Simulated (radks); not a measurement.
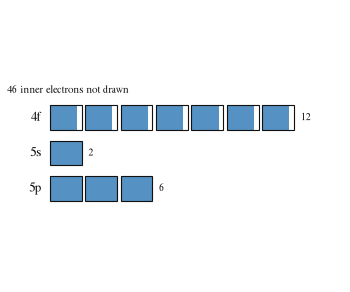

Fig. 1: The outer shells as the input fills them: a box for each of the 2l + 1 orbitals, shaded by the share of the shell that is filled, with the electron count at the right.

**Atomic calculation for Tm³⁺**

System: Tm³⁺, configuration [Xe] 4f12.
Method: Dirac Kohn-Sham, PBE, spin-unpolarised, spherical densities, point nucleus (radks).

Input:
```
Z 69
configuration [Xe] 4f12
relativity Dirac
functional pbe,pbe
spin unpolarised
j_filling energy
nucleus point
c 137.035999084
history 1
mixing 1
max_iterations 57
```

Energies in input and log are in hartree, lengths in bohr.

Hardware: 1 thread of Arm Neoverse N1, 77 GiB of memory available, shared host.

Launched within a batch (the task file carries these settings):
```bash
python <driver script> task.json out
```

The program's output:
```
1s1/2   1   2.0000       -2231.52896810
2s1/2   1   2.0000        -418.96308335
2p1/2   1   2.0000        -402.49379237
2p3/2   1   4.0000        -366.08165412
3s1/2   1   2.0000        -127.65553213
3p1/2   1   2.0000        -120.58068026
3p3/2   1   4.0000        -112.37649189
3d3/2   1   4.0000        -100.77351240
3d5/2   1   6.0000         -98.91369503
4s1/2   1   2.0000         -51.42400524
4p1/2   1   2.0000         -48.38631208
4p3/2   1   4.0000         -45.78020564
4d3/2   1   4.0000         -40.91041463
4d5/2   1   6.0000         -40.32989674
4f5/2   1   6.0000         -34.69140070
4f7/2   1   6.0000         -34.52132454
5s1/2   1   2.0000         -23.97084284
5p1/2   1   2.0000         -22.53032161
5p3/2   1   4.0000         -21.43138573
Etot -13383.935568644698
Ekin 16559.84528075817
Encl -36134.52259409062
Eh 6519.275182126621
Exc -328.533437438874
err 62.709048772726455
it 57
```

What the run reported:

```
                   quantity                value
                    outcome        not converged
               total energy  −13383.9356 hartree
             kinetic energy   16559.8453 hartree
    electron–nucleus energy  −36134.5226 hartree
             Hartree energy    6519.2752 hartree
exchange–correlation energy  −328.533437 hartree
             SCF iterations                   57
                  wall time                2.1 s
```

Diagnosis:

A numerical setting was moved from its usual value: mixing history nhist = 1, mixing factor beta = 1. The run did not meet its convergence test in 57 iterations, so its last values are not results.
